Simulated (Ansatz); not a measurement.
H$_{5}$NSi···HCl···NH$_{3}$

Input

```
crystal:
  periodic: [false, false, false]
  atoms:
    - { symbol: Si, position_ang: [-1.30028, 0.790186, -1.357369] }
    - { symbol: Cl, position_ang: [-0.3906, -2.389148, -0.429404] }
    - { symbol: H, position_ang: [-0.265508, 0.29059, -2.319363] }
    - { symbol: H, position_ang: [-2.443727, -0.173286, -1.245826] }
    - { symbol: H, position_ang: [-1.832388, 2.101222, -1.89836] }
    - { symbol: H, position_ang: [1.319664, 0.005311, 1.082502] }
    - { symbol: "N", position_ang: [-0.589235, 1.040962, 0.279236] }
    - { symbol: H, position_ang: [0.489311, -1.67332, 0.248924] }
    - { symbol: "N", position_ang: [2.114178, -0.537785, 1.442965] }
    - { symbol: H, position_ang: [-0.211612, 1.979332, 0.448848] }
    - { symbol: H, position_ang: [-1.239062, 0.826507, 1.041615] }
    - { symbol: H, position_ang: [2.592977, -0.98079, 0.650938] }
    - { symbol: H, position_ang: [1.756281, -1.279982, 2.055195] }
magnetization:
  spin_polarized: true
basis:
  gaussian: { orbitals: def2-SVP }
hamiltonian:
  xc: pbe
relax:
  f_tol: 0.03
  max_steps: 50
output:
  orbitals: {}
```

Run with:

```sh
ansatz run input.yaml --threads 4 --pin off --max-ram 5120MiB --backend cpu --events-out ev --progress --plain --runs-dir out
```

The fields are those of the relaxed geometry.

Method: UKS PBE/def2-SVP (Ansatz 0.2.0).

What will maps of the electron density and electron localisation function show?

Answer. N9···H8 (1.47 Å): the density falls to about 0.68 e/Å³ on the way; the ELF peaks at about 0.95 between the atoms.
Si–N (1.79 Å): the density is about 0.96 e/Å³ at the midpoint; the ELF peaks at about 0.90 between the atoms (a shared but strongly polarised pair).
N–H (1.05 Å): ρ at the midpoint is about 2.7 e/Å³; the ELF climbs to about 1 towards the hydrogen, as it does in any bond to H: an ordinary covalent bond to hydrogen.
Cl–H (1.44 Å): ρ at the midpoint is about 1.6 e/Å³; the ELF climbs to about 0.95 towards the hydrogen; a covalent bond by its length.

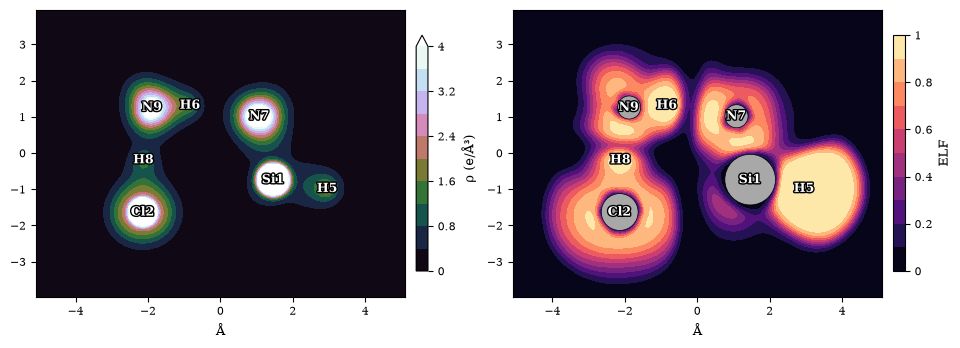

Computed electron density and electron localisation function on the plane of atoms H5, Si1 and N7, in this order. Grey discs cover the atomic cores in the ELF map. 
